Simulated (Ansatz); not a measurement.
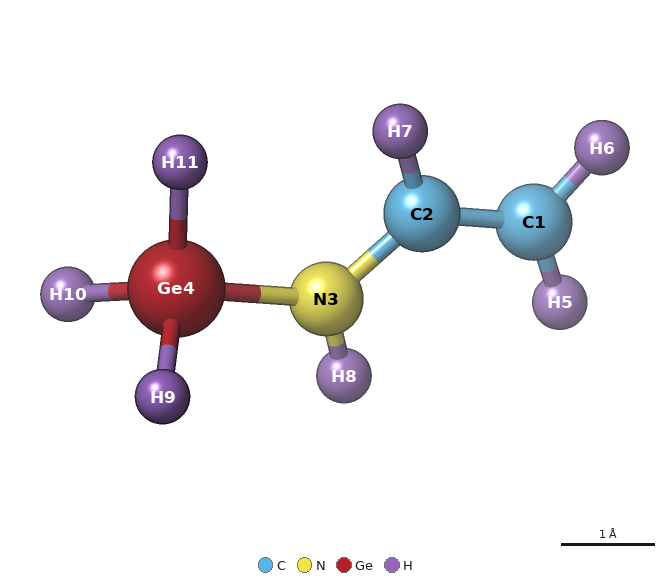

Orthographic view. Distant atoms are faded towards the background colour. The geometry was computed by an optimisation with PBE-D4/def2-SVP. No frequency run is at hand to confirm it as a minimum.

Write a Z-matrix (Å, degrees) in the order of the atom numbers, with these reference atoms: 2 to 1; 3 to 2, 1; 4 to 3, 2, 1; 5 to 1, 2, 3; 6 to 1, 5, 2; 7 to 2, 1, 6; 8 to 3, 2, 7; 9 to 4, 3, 8; 10 to 4, 9, 3; 11 to 4, 10, 9.

```
C  
C    1   1.354
N    2   1.387   1   127.0
Ge   3   1.854   2   126.1   1   177.0
H    1   1.102   2   122.1   3    -0.3
H    1   1.098   5   117.9   2  -179.8
H    2   1.105   1   119.4   6    -0.1
H    3   1.023   2   115.1   7   179.6
H    4   1.555   3   110.7   8    60.7
H    4   1.554   9   108.9   3   120.8
H    4   1.546  10   111.3   9  -122.7
```
